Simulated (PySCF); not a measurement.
**SnH: from the state search to spectroscopic constants**

One job finds the state of SnH, follows it along the bond with each method and fits the curves.

The runs use PySCF 2.14.0; Sn def2-SVPD with ECP28, H def2-SVPD, scalar-relativistic core potentials.

## Step 1: Input

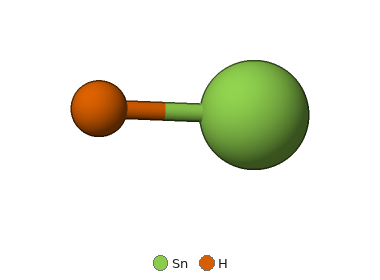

The two atoms at the starting distance (tin green, hydrogen orange).

The job is set up so:

```yaml
atoms: Sn, H
charge: 0
basis: Sn def2-SVPD with ECP28, H def2-SVPD
Hamiltonian: scalar-relativistic core potentials
basis_functions: 40
electrons_treated: 23
masses_in_u: 119.9022, 1.0078
levels: PBE0, PBE, r²SCAN, TPSSh, BP86, B2PLYP, CAM-B3LYP, HF, MP2, SCS-MP2, CCSD, CCSD(T)
grid: 80 radial by 434 angular points
occupations: held fixed by the projection of orbital angular momentum
dissociation_limit: Sn + H, each in its ground configuration
starting_distance_in_angstrom: 1.670
values_of_2S_to_try: 1, 3
```

Started as:

```sh
> OMP_NUM_THREADS=1 python dia.py task.json out
```

Further steps of the session: The PBE0 curve of the state that the search chose; Excited determinants; PBE (GGA); r²SCAN (meta-GGA); TPSSh; BP86 (GGA); B2PLYP; CAM-B3LYP; UHF; Adding correlation.

Q: Predict the outcome of this session. Wanted: for each run, Re; ωe; De; μ.

As calculated:

Lowest PBE0 solution found, without spin–orbit coupling: ²Π (doublet), unpaired electrons π ↑. State 2 has its PBE0 minimum 1.89 eV higher. The other levels ran on the lowest alone.

| level | Re (Å) | ωe (cm⁻¹) | De (eV) | μ (D) |
| --- | --- | --- | --- | --- |
| UHF | 1.773 | 1783 | 1.69 | -0.37 |
| UHF-MP2 | 1.771 | 1754 | 2.31 | n/a |
| UHF-SCS-MP2 | 1.776 | 1736 | 2.41 | n/a |
| UHF-CCSD | 1.782 | 1695 | 2.48 | n/a |
| UHF-CCSD(T) | 1.784 | 1684 | 2.50 | n/a |
| PBE | 1.806 | 1634 | 2.62 | -0.66 |
| BP86 | 1.806 | 1630 | 2.77 | -0.67 |
| r²SCAN | 1.786 | 1697 | 2.63 | -0.55 |
| TPSSh | 1.789 | 1700 | 2.76 | -0.59 |
| PBE0 | 1.786 | 1705 | 2.57 | -0.55 |
| CAM-B3LYP | 1.780 | 1727 | 2.71 | -0.56 |
| B2PLYP | 1.784 | 1709 | 2.60 | -0.56 |

De is counted to Sn + H in their ground configurations. A positive dipole means Sn(−)H(+).

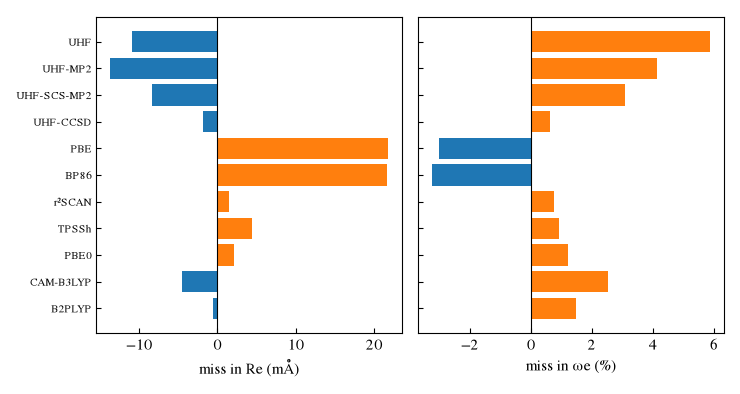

Differences in bond length and wavenumber from CCSD(T) in the same basis.

What this shows: Judged by CCSD(T) in the same basis: best bond length B2PLYP (-1 mÅ), worst PBE and BP86 (+22 mÅ); best wavenumber UHF-CCSD (+0.6 %), worst UHF (+5.9 %). Hartree–Fock falls on the short and stiff side, its usual fault. PBE has the long and soft bond that GGAs tend to give. CCSD(T) in a basis this small is itself some way from its limit, more so than the functionals. Among the levels with a De in the table, it runs from 1.69 eV (UHF) to 2.77 eV (BP86).

Correlated steps freeze 4 core orbitals. These are scalar-relativistic numbers at best; spin–orbit coupling would shift them, the dissociation energy most. B2PLYP dipoles, levels and charges come from its SCF part alone.
